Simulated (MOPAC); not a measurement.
**Frequency calculation, with input and output: CH4AlClS (part 2 of 2)**

CH4AlClS, SMILES [CH3][Al]([SH])[Cl]; MNDO, closed shell (MOPAC 23.2.5). The geometry was optimised with MNDO.

Geometry of the input (Å):
```
C  -0.3001  1.2239  -0.2314
Al 0.0827  -0.5450  -0.0774
S  0.9091  -1.3559  1.5883
Cl -0.3218  -1.8645  -1.6434
H  -1.3905  1.3813  -0.3588
H  0.0176  1.8052  0.6560
H  0.2033  1.6647  -1.1154
H  1.0419  -2.6254  1.3570
```

## Log, continued
```
           1   -0.6008   -0.0006   -0.1473   -0.3802    0.0001    0.1087    0.0004    0.0002
           2    0.0684    0.0026   -0.3206   -0.0856    0.0004   -0.2540    0.0000    0.0003
           3   -0.0011    0.3967    0.0049   -0.0007   -0.2387   -0.0004   -0.0001   -0.2929
           4    0.6450    0.0007    0.0953   -0.0064    0.0000    0.0070   -0.0028    0.0000
           5   -0.0553   -0.0005    0.2273   -0.0008    0.0002   -0.0049   -0.0013    0.0002
           6    0.0007   -0.1708    0.0005   -0.0002   -0.0099   -0.0002   -0.0000   -0.0030
           7   -0.0785    0.0017   -0.0294   -0.0013    0.0008   -0.0063   -0.1659    0.0007
           8   -0.0032   -0.0004   -0.0721    0.0020   -0.0003   -0.0029    0.0481   -0.0003
           9    0.0000    0.0218   -0.0019   -0.0013    0.0074    0.0010   -0.0001    0.0001
          10   -0.0399   -0.0019    0.0371   -0.0043   -0.0008    0.0179    0.0000   -0.0007
          11    0.0749   -0.0005   -0.0362   -0.0004   -0.0003   -0.0027    0.0000   -0.0003
          12   -0.0000   -0.0089   -0.0017    0.0018   -0.0064   -0.0003    0.0000   -0.0010
          13   -0.1169   -0.5721   -0.3649    0.5032   -0.2432   -0.0817    0.0002   -0.2550
          14   -0.0184    0.0782    0.1319    0.0693    0.4147    0.5505    0.0001   -0.3262
          15   -0.0047   -0.1281   -0.0310    0.2904    0.0937    0.2941   -0.0004    0.5339
          16   -0.2485   -0.0014    0.6711    0.3728   -0.0002   -0.3196   -0.0000    0.0002
          17   -0.0211   -0.0004    0.2209    0.1560    0.0010   -0.1686    0.0004   -0.0001
          18    0.0002   -0.3328    0.0005   -0.0003    0.6806   -0.0000   -0.0000   -0.0345
          19   -0.1183    0.5735   -0.3633    0.5036    0.2430   -0.0809    0.0003    0.2542
          20   -0.0182   -0.0782    0.1315    0.0684   -0.4143    0.5498    0.0001    0.3277
          21    0.0048   -0.1272    0.0323   -0.2901    0.0951   -0.2960    0.0004    0.5334
          22   -0.1004    0.0000    0.0183   -0.0010    0.0001    0.0000    0.9486    0.0001
          23   -0.3182   -0.0009    0.0682   -0.0027   -0.0002    0.0028   -0.2653   -0.0001
          24    0.0003    0.0322   -0.0010   -0.0001    0.0027    0.0003    0.0009   -0.0005

   Root No.      17        18

                11 A'     12 A'

                3253.3    3319.7

           1   -0.0251    0.1503
           2   -0.2873   -0.0556
           3   -0.0015   -0.0001
           4   -0.0024    0.0074
           5   -0.0030   -0.0013
           6   -0.0005   -0.0002
           7    0.0013   -0.0010
           8    0.0005   -0.0004
           9    0.0018   -0.0041
          10   -0.0017    0.0012
          11    0.0005   -0.0001
          12   -0.0001    0.0044
          13    0.1812   -0.1537
          14    0.2011   -0.2320
          15   -0.4156    0.3945
          16   -0.2598   -0.2518
          17    0.5982    0.6669
          18   -0.0013   -0.0014
          19    0.1812   -0.1531
          20    0.2024   -0.2335
          21    0.4143   -0.3937
          22   -0.0005    0.0000
          23    0.0002    0.0001
          24    0.0006   -0.0006

          DESCRIPTION OF VIBRATIONS

 VIBRATION          1    1A'         ATOM PAIR     ENERGY CONTRIBUTION    RADIAL
 FREQUENCY           151.24         Al2 -- S 3         +26.3% (235.9%)      0.1%
 TRANSITION DIPOLE   0.8929         C 1 -- Al2         +18.7% (198.9%)     33.8%
 TRAVEL (Ang.)       0.2339         C 1 -- H 6         +16.6% (187.6%)      0.1%
 REDUCED MASS        8.1460         C 1 -- H 5         +13.1% (166.4%)     22.0%
 EFFECTIVE MASS    123.8797         C 1 -- H 7         +13.1% (166.3%)     25.4%
 FORCE CONSTANT      0.1098

 VIBRATION          2    1A"         ATOM PAIR     ENERGY CONTRIBUTION    RADIAL
 FREQUENCY           199.40         C 1 -- Al2         +28.4% (192.2%)      0.0%
 TRANSITION DIPOLE   1.1556         C 1 -- H 7         +19.6% (159.5%)     61.8%
 TRAVEL (Ang.)       0.1625         C 1 -- H 5         +19.6% (159.4%)     67.4%
 REDUCED MASS       12.8111         C 1 -- H 6         +18.7% (155.7%)      0.2%
 EFFECTIVE MASS     46.3598
 FORCE CONSTANT      0.3001

 VIBRATION          3    2A'         ATOM PAIR     ENERGY CONTRIBUTION    RADIAL
 FREQUENCY           239.63         C 1 -- Al2         +29.9% (301.4%)      0.5%
 TRANSITION DIPOLE   0.3922         C 1 -- H 5         +24.4% (272.1%)     18.7%
 TRAVEL (Ang.)       0.2593         C 1 -- H 7         +24.4% (272.0%)     27.3%
 REDUCED MASS        4.1846         C 1 -- H 6         +17.4% (229.6%)     99.3%
 EFFECTIVE MASS     71.5474
 FORCE CONSTANT      0.1416

 VIBRATION          4    2A"         ATOM PAIR     ENERGY CONTRIBUTION    RADIAL
 FREQUENCY           290.67         S 3 -- H 8         +85.0% ( 98.9%)      0.0%
 TRANSITION DIPOLE   0.6083         C 1 -- H 6          +3.8% ( 20.8%)      0.3%
 TRAVEL (Ang.)       0.4924         C 1 -- Al2          +3.7% ( 20.8%)      0.0%
 REDUCED MASS        0.9569         C 1 -- H 7          +3.3% ( 19.4%)     64.2%
 EFFECTIVE MASS      1.9214
 FORCE CONSTANT      0.0476

 VIBRATION          5    3A"         ATOM PAIR     ENERGY CONTRIBUTION    RADIAL
 FREQUENCY           440.71         C 1 -- H 7         +35.6% (152.8%)      0.0%
 TRANSITION DIPOLE   0.1012         C 1 -- H 5         +35.6% (152.8%)      1.0%
 TRAVEL (Ang.)       0.6838         C 1 -- H 6         +28.5% (136.9%)      0.2%
 REDUCED MASS        0.3272         C 1 -- Al2          +0.3% ( 13.8%)      0.0%
 EFFECTIVE MASS      1.1377
 FORCE CONSTANT      0.0374

 VIBRATION          6    3A'         ATOM PAIR     ENERGY CONTRIBUTION    RADIAL
 FREQUENCY           445.96         C 1 -- H 7         +17.1% ( 82.2%)      6.6%
 TRANSITION DIPOLE   1.4758         C 1 -- H 5         +17.1% ( 82.2%)      7.3%
 TRAVEL (Ang.)       0.1352         C 1 -- Al2         +16.8% ( 81.3%)     66.3%
 REDUCED MASS        8.2747         Al2 -- Cl4         +15.8% ( 78.9%)     86.2%
 EFFECTIVE MASS     32.2913         Al2 -- S 3         +14.0% ( 74.1%)     83.4%
 FORCE CONSTANT      0.9696         C 1 -- H 6         +13.9% ( 73.9%)     30.0%

 VIBRATION          7    4A'         ATOM PAIR     ENERGY CONTRIBUTION    RADIAL
 FREQUENCY           590.04         Al2 -- S 3         +34.9% ( 87.1%)     88.9%
 TRANSITION DIPOLE   2.5365         Al2 -- Cl4         +31.6% ( 82.9%)     84.2%
 TRAVEL (Ang.)       0.0987         C 1 -- Al2         +20.6% ( 66.9%)      0.1%
 REDUCED MASS       11.7206         C 1 -- H 6          +5.2% ( 33.5%)      0.4%
 EFFECTIVE MASS     28.4321
 FORCE CONSTANT      2.4042

 VIBRATION          8    5A'         ATOM PAIR     ENERGY CONTRIBUTION    RADIAL
 FREQUENCY           696.80         S 3 -- H 8         +58.0% ( 93.5%)      0.9%
 TRANSITION DIPOLE   0.4047         C 1 -- Al2         +12.4% ( 43.3%)     99.9%
 TRAVEL (Ang.)       0.3410         C 1 -- H 5          +9.0% ( 36.9%)      5.1%
 REDUCED MASS        0.8323         C 1 -- H 7          +9.0% ( 36.9%)      4.4%
 EFFECTIVE MASS      3.9585
 FORCE CONSTANT      0.2381

 VIBRATION          9    6A'         ATOM PAIR     ENERGY CONTRIBUTION    RADIAL
 FREQUENCY           785.83         C 1 -- Al2         +35.6% (100.0%)     99.0%
 TRANSITION DIPOLE   0.9464         C 1 -- H 5         +16.0% ( 67.1%)      7.9%
 TRAVEL (Ang.)       0.1161         C 1 -- H 7         +16.0% ( 67.1%)      7.4%
 REDUCED MASS        6.3647         C 1 -- H 6         +13.7% ( 62.1%)     35.8%
 EFFECTIVE MASS     16.5351
 FORCE CONSTANT      2.3157

 VIBRATION         10    4A"         ATOM PAIR     ENERGY CONTRIBUTION    RADIAL
 FREQUENCY           791.96         C 1 -- H 7         +31.3% ( 88.0%)      9.7%
 TRANSITION DIPOLE   0.4233         C 1 -- H 5         +31.2% ( 87.9%)     11.6%
 TRAVEL (Ang.)       0.3829         C 1 -- H 6         +25.4% ( 79.3%)      0.2%
 REDUCED MASS        0.5806         C 1 -- Al2         +11.9% ( 54.2%)      0.0%
 EFFECTIVE MASS      3.8898
 FORCE CONSTANT      0.2146

 VIBRATION         11    7A'         ATOM PAIR     ENERGY CONTRIBUTION    RADIAL
 FREQUENCY           827.91         C 1 -- H 6         +46.9% ( 98.9%)      3.6%
 TRANSITION DIPOLE   0.5522         C 1 -- H 7         +19.3% ( 63.4%)     12.5%
 TRAVEL (Ang.)       0.3733         C 1 -- H 5         +19.2% ( 63.4%)      8.4%
 REDUCED MASS        0.5843         C 1 -- Al2         +11.5% ( 49.0%)     16.4%
 EFFECTIVE MASS      4.2211
 FORCE CONSTANT      0.2360

 VIBRATION         12    8A'         ATOM PAIR     ENERGY CONTRIBUTION    RADIAL
 FREQUENCY          1402.79         C 1 -- H 5         +35.0% ( 55.9%)      2.1%
 TRANSITION DIPOLE   0.1491         C 1 -- H 7         +35.0% ( 55.9%)      3.3%
 TRAVEL (Ang.)       0.2983         C 1 -- H 6         +22.5% ( 44.9%)      0.7%
 REDUCED MASS        0.5401         C 1 -- Al2          +7.6% ( 26.0%)     95.1%
 EFFECTIVE MASS      2.1652
 FORCE CONSTANT      0.6262

 VIBRATION         13    5A"         ATOM PAIR     ENERGY CONTRIBUTION    RADIAL
 FREQUENCY          1488.29         C 1 -- H 6         +43.6% ( 56.8%)      0.2%
 TRANSITION DIPOLE   0.0811         C 1 -- H 7         +26.3% ( 44.1%)      5.1%
 TRAVEL (Ang.)       0.3494         C 1 -- H 5         +26.2% ( 44.1%)     10.1%
 REDUCED MASS        0.3712         C 1 -- Al2          +3.9% ( 17.0%)      0.0%
 EFFECTIVE MASS      1.4499
 FORCE CONSTANT      0.4844

 VIBRATION         14    9A'         ATOM PAIR     ENERGY CONTRIBUTION    RADIAL
 FREQUENCY          1514.08         C 1 -- H 5         +41.9% ( 57.9%)      0.1%
 TRANSITION DIPOLE   0.1083         C 1 -- H 7         +41.9% ( 57.9%)      1.8%
 TRAVEL (Ang.)       0.3321         C 1 -- H 6         +11.4% ( 30.2%)     30.9%
 REDUCED MASS        0.4038         C 1 -- Al2          +4.7% ( 19.4%)     14.3%
 EFFECTIVE MASS      1.5927
 FORCE CONSTANT      0.5453

 VIBRATION         15   10A'         ATOM PAIR     ENERGY CONTRIBUTION    RADIAL
 FREQUENCY          3021.37         S 3 -- H 8         +99.9% (100.0%)    100.0%
 TRANSITION DIPOLE   0.2249
 TRAVEL (Ang.)       0.1511
 REDUCED MASS        0.9772
 EFFECTIVE MASS      1.3083
 FORCE CONSTANT      5.2557

 VIBRATION         16    6A"         ATOM PAIR     ENERGY CONTRIBUTION    RADIAL
 FREQUENCY          3235.61         C 1 -- H 5         +49.2% ( 72.1%)     98.4%
 TRANSITION DIPOLE   0.1832         C 1 -- H 7         +49.1% ( 72.0%)     95.4%
 TRAVEL (Ang.)       0.2024         C 1 -- Al2          +0.9% (  9.6%)      0.0%
 REDUCED MASS        0.5085         C 1 -- H 6          +0.8% (  9.4%)      0.3%
 EFFECTIVE MASS      1.4914
 FORCE CONSTANT      3.1367

 VIBRATION         17   11A'         ATOM PAIR     ENERGY CONTRIBUTION    RADIAL
 FREQUENCY          3253.31         C 1 -- H 6         +47.2% ( 70.4%)     98.0%
 TRANSITION DIPOLE   0.1596         C 1 -- H 7         +26.0% ( 52.2%)     92.9%
 TRAVEL (Ang.)       0.2314         C 1 -- H 5         +25.9% ( 52.2%)     86.6%
 REDUCED MASS        0.3872         C 1 -- Al2          +0.9% (  9.5%)      0.6%
 EFFECTIVE MASS      1.4765
 FORCE CONSTANT      2.4143

 VIBRATION         18   12A'         ATOM PAIR     ENERGY CONTRIBUTION    RADIAL
 FREQUENCY          3319.74         C 1 -- H 6         +53.6% ( 71.0%)     98.5%
 TRANSITION DIPOLE   0.0923         C 1 -- H 5         +23.1% ( 46.6%)     93.7%
 TRAVEL (Ang.)       0.2319         C 1 -- H 7         +23.1% ( 46.6%)     92.2%
 REDUCED MASS        0.3777         C 1 -- Al2          +0.2% (  4.6%)     87.4%
 EFFECTIVE MASS      1.1476
 FORCE CONSTANT      2.4523

      SYMMETRY NUMBER FOR POINT-GROUP Cs  =  1

          SYSTEM IS A GROUND STATE

 [CH3][Al]([SH])[Cl]
 frequencies of CH4AlClS

          MOLECULE IS NOT LINEAR

          THERE ARE 18 GENUINE VIBRATIONS IN THIS SYSTEM
          THIS THERMODYNAMICS CALCULATION IS LIMITED TO
          MOLECULES WHICH HAVE NO INTERNAL ROTATIONS

                    CALCULATED THERMODYNAMIC PROPERTIES
                                          *
   TEMP. (K)   PARTITION FUNCTION   H.O.F.    ENTHALPY  HEAT CAPACITY ENTROPY
                                   KCAL/MOL   CAL/MOLE    CAL/K/MOL  CAL/K/MOL

 298.00  VIB.     0.9107D+01                  2009.5539    14.0457    11.1333
         ROT.     0.2217D+06                   888.2803     2.9808    27.4413
         INT.     0.2019D+07                  2897.8342    17.0265    38.5747
         TRA.     0.1124D+28                  1480.4672     4.9680    40.0144
         TOT.                      -71.138    4378.3014    21.9945    78.5890

 200.00  VIB.     0.3084D+01                   832.7481     9.7597     6.4016
         ROT.     0.1219D+06                   596.1613     2.9808    26.2526
         INT.     0.3759D+06                  1428.9094    12.7405    32.6542
         TRA.     0.6177D+27                   993.6021     4.9680    38.0333
         TOT.                      -73.094    2422.5115    17.7085    70.6875

 400.00  VIB.     0.2922D+02                  3618.1908    17.3269    15.7522
         ROT.     0.3447D+06                  1192.3226     2.9808    28.3188
         INT.     0.1007D+08                  4810.5134    20.3077    44.0709
         TRA.     0.1747D+28                  1987.2043     4.9680    41.4768
         TOT.                      -68.719    6797.7176    25.2757    85.5478

 600.00  VIB.     0.2640D+03                  7546.8121    21.6089    23.6583
         ROT.     0.6333D+06                  1788.4838     2.9808    29.5274
         INT.     0.1672D+09                  9335.2959    24.5897    53.1857
         TRA.     0.3210D+28                  2980.8064     4.9680    43.4912
         TOT.                      -63.201   12316.1023    29.5577    96.6769

   *: NOTE: HEATS OF FORMATION ARE RELATIVE TO THE
            ELEMENTS IN THEIR STANDARD STATE AT 298K
              (=  Standard Enthalpy of Formation).

            Hvib:  Zero-point energy is not included.
                   frequencies of less than zero cm-1 are not included.
            Hrot = (3/2)RT
            Htra = (3/2)RT + pV = (5/2)RT

            Heat capacity is Cp, not Cv

           FORCE CONSTANT IN CARTESIAN COORDINATES (Millidynes/A)

    ATOM   CHEMICAL       X               Y               Z
   NUMBER   SYMBOL  FORCE CONSTANT  FORCE CONSTANT  FORCE CONSTANT

      1       C        6.220707        8.255717        7.991052
      2      Al        4.804033        4.028527        0.740931
      3       S        5.693106        2.622988        0.112137
      4      Cl        0.832547        2.083368        0.052382
      5       H        1.337696        1.957584        4.117608
      6       H        1.364775        5.250319        0.696674
      7       H        1.333484        1.965797        4.113607
      8       H        4.901959        0.638371        0.047768

 *                    *
 * JOB ENDED NORMALLY *
 *                    *

 TOTAL JOB TIME:             0.06 SECONDS

 == MOPAC DONE ==
```

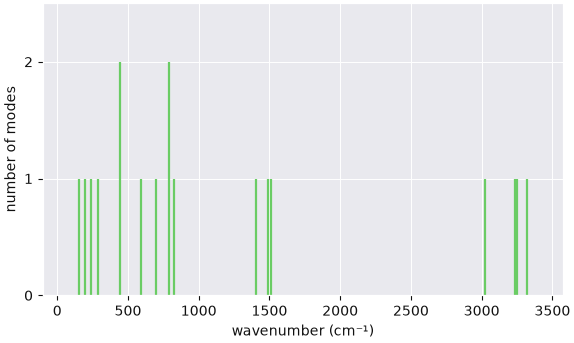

Fig. 1: Harmonic vibrational wavenumbers from the force constants; neighbouring modes closer than 14 cm⁻¹ are counted in one stick. 18 modes from 151 to 3320 cm⁻¹, none imaginary.

## Summary

| quantity | value |
| --- | --- |
| outcome | converged |
| heat of formation | −71.14 kcal/mol |
| basis functions | 20 |
| zero-point energy | 0.051704 hartree |
| wavenumbers, lowest and highest | 151 and 3320 cm⁻¹ |
| peak memory | 0.072 GiB |

## Remarks

MOPAC's energies along a path are heats of formation.
